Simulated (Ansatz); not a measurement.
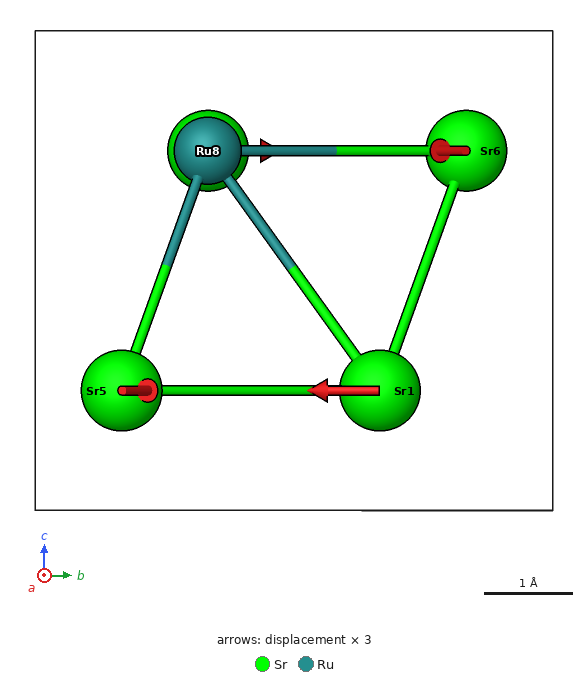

This is a relaxation of crystalline Sr₃Ru (built on the Ni3Sn (D0_19)_194 type) (coarse preliminary run). The starting structure is drawn; red arrows show the displacements (the part carried along by the change of the cell is left out), magnified 3 times.

The picture is a ball-and-stick view of the cell of the calculation, seen along the a axis.

Case: Ni3Sn (D0_19) type (P6_3/mmc, No. 194).

Computed with DFT PBE, scalar-relativistic, plane waves, PAW (Ansatz 0.2.0).

The input:
```yaml
crystal:
  lattice:
    - [6.8622988123, 0.0, 0.0]
    - [-3.4311494062, 5.9429250999, 0.0]
    - [0.0, 0.0, 5.5080535969]
  atoms:
    - { symbol: Sr, position: [0.833, 0.666, 0.25] }
    - { symbol: Sr, position: [0.167, 0.833, 0.75] }
    - { symbol: Sr, position: [0.334, 0.167, 0.25] }
    - { symbol: Sr, position: [0.167, 0.334, 0.75] }
    - { symbol: Sr, position: [0.833, 0.167, 0.25] }
    - { symbol: Sr, position: [0.666, 0.833, 0.75] }
    - { symbol: Ru, position: [0.3333333333, 0.6666666667, 0.25] }
    - { symbol: Ru, position: [0.6666666667, 0.3333333333, 0.75] }
basis:
  ecutwfc: 420
kpoints:
  mp_grid: { grid: [3, 3, 4] }
hamiltonian:
  xc: pbe
scf:
  occupations: { method: gaussian, width: 0.1 }
  lower_state_search: "off"
output:
  forces: true
  stress: true
  eigenvalues: true
relax:
  adjacent_minimum: "off"
  f_tol: 0.04
  max_steps: 70
  cell: { stress_tol: 0.4 }
```

Run as
```bash
ansatz run input.yaml --threads 1 --pin off --max-ram 2560MiB --backend cpu --events-out ev --progress --plain --runs-dir out
```

Which element moves most?

Strontium: up to 0.28 Å, against 0.00 Å for ruthenium.

What happened in the run?

The energy falls by 172 meV per atom in 6 accepted moves (7 points after the start). The largest force component goes from 1.3 to 0.0014 eV/Å. Pressure: 4.58 GPa at the start and 0.24 GPa at the end. The SCF was repeated once at an unchanged geometry on a basis and grid sized afresh for the cell, which shifted the energy by 3.8 meV per atom at most. The largest moves relative to the cell, 0.28 Å, are those of Sr1, Sr2, Sr3, Sr4, Sr5 and Sr6. Sr2 goes along [1 −1 0]. Ru stays in place. Cell: a = b 6.862 → 7.816 Å (+13.9 %), c 5.508 → 5.040 Å (−8.5 %). Volume +18.7 %. Some distances before and after: Sr1–Sr3 3.438 → 4.403 Å, Sr1–Ru7 3.431 → 3.919 Å, Sr1–Ru8 3.390 → 3.199 Å, Sr1–Sr2 3.395 → 3.579 Å. The space group stays P6_3/mmc (No. 194). The run took 60 s on 1 thread of Arm Neoverse V1, with other jobs on the host, peak memory 0.51 GiB.
